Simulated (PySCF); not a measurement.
**BH8NOSi (SMILES [NH3+][BH2-]O[SiH3]): density, localisation and related maps**

Input file:

```
{"job": {"kind": "uv", "xc": "CAM-B3LYP", "basis": "def2-SVPD", "nstates": 8, "ntriplets": 3}, "charge": 0, "multiplicity": 1}
N      1.848780    -0.528930     0.272635
B      0.616289     0.448186    -0.338083
O     -0.507873    -0.031686     0.376876
Si    -2.067858     0.118605     0.609156
H      2.742991    -0.307002    -0.148362
H      1.583334    -1.488657     0.079971
H      1.870750    -0.379328     1.275541
H      0.590490     0.213195    -1.509073
H      0.939511     1.562616    -0.054151
H     -2.324784    -0.907832     1.627201
H     -2.440479     1.449899     1.109429
H     -2.849952    -0.149751    -0.606520
```

Launched as:

```sh
OMP_NUM_THREADS=1 python probes_run.py task.json out
```

Geometry: GFN2-xTB.

These are results of CAM-B3LYP/def2-SVPD, SCF density, gas phase (PySCF 2.14.0), not measurements.

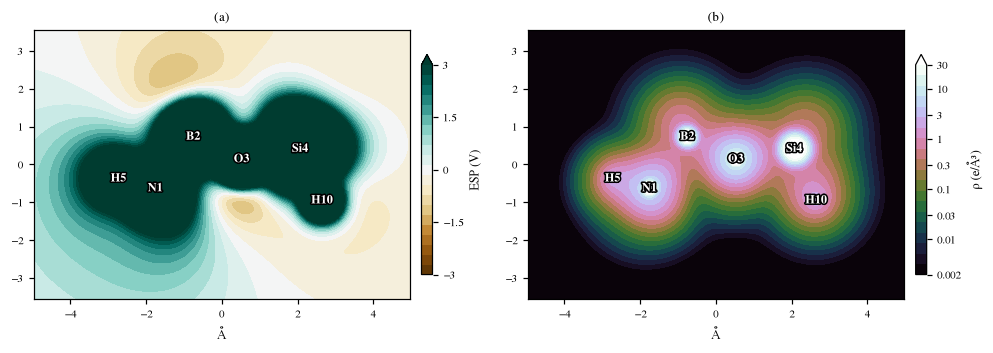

Figure 1. (a) molecular electrostatic potential; (b) electron density on the plane of atoms N1, B2 and O3.

What does the map show?

- The plane passes through N, B, O, Si and H nuclei.
- B–O (1.42 Å): ρ is about 1.8 e/Å³ halfway.
- Si–O (1.58 Å): the density is about 1.2 e/Å³ at the midpoint.
- B–N (1.69 Å): the density is about 1.1 e/Å³ at the midpoint.
- N–H (1.01 Å): ρ is about 2.9 e/Å³ halfway.
- Si–H (1.47 Å): ρ is about 0.79 e/Å³ halfway.
- Outside the dense part of the molecule the potential is most negative (−1.2 V) near H8, which lies off the plane.

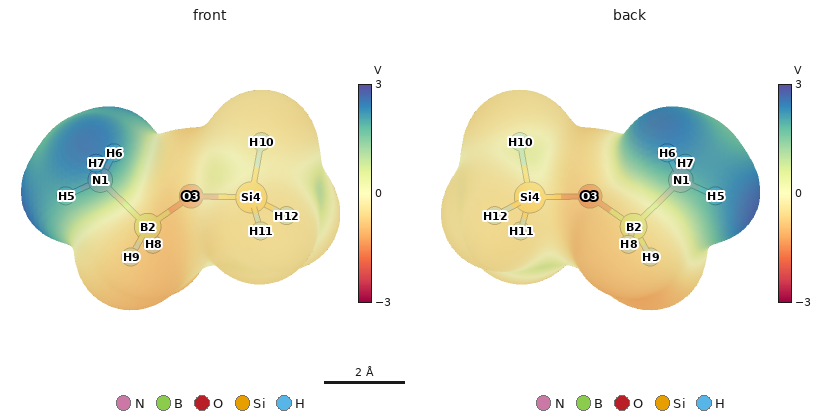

Figure 2. The molecular electrostatic potential painted on the density surface at 0.002 e/bohr³, seen from the front and from behind; the colour scale runs from red (negative) to blue (positive).

Describe the electrostatic potential map.

The most negative region (about −1.2 V) lies over H8, the most positive (about +2.7 V) over H5.

What dipole moment does the calculation give?

Its dipole moment is 5.06 D.
